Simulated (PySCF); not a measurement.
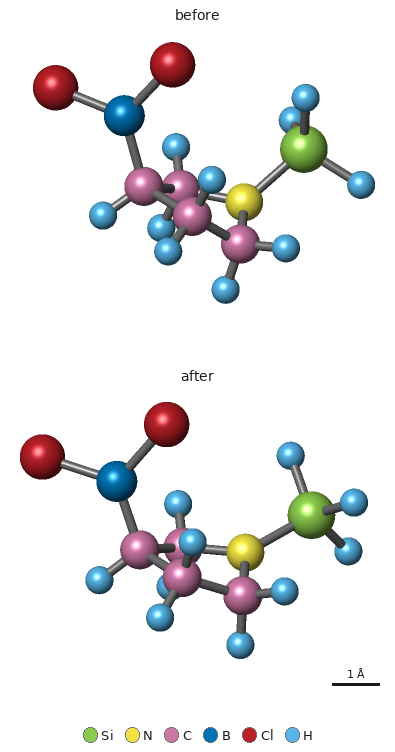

The structure of C4H10BCl2NSi before (top) and after (bottom) a relaxation, at one scale.

The picture is a ball-and-stick view, seen at a tilt.

The start comes from GFN2-xTB. Its atoms were then displaced at random by about 0.01 Å.

Theory: PySCF 2.14.0, density-fitted response routines, PBE0-D3(BJ)/def2-SVP geometry optimisation, gas phase. 

> Summarise the run.

After 23 geometry steps the energy has fallen by 6.51 kcal/mol. The largest move after the best rigid fit is that of an H atom, 1.39 Å. Largest moves by element: H 1.39 Å, N 0.35 Å, Cl 0.33 Å, C 0.33 Å, Si 0.25 Å, B 0.21 Å. Near-neighbour distances that change, for instance: H–Si 1.446 → 1.501 Å, C–C 1.488 → 1.535 Å, B–Cl 1.714 → 1.757 Å, H–Si 1.459 → 1.494 Å. Among the angles between lasting bonds that change: N–Si–H 105.9° → 115.1°, N–Si–H 115.5° → 108.2°, H–Si–H 114.3° → 107.5°.
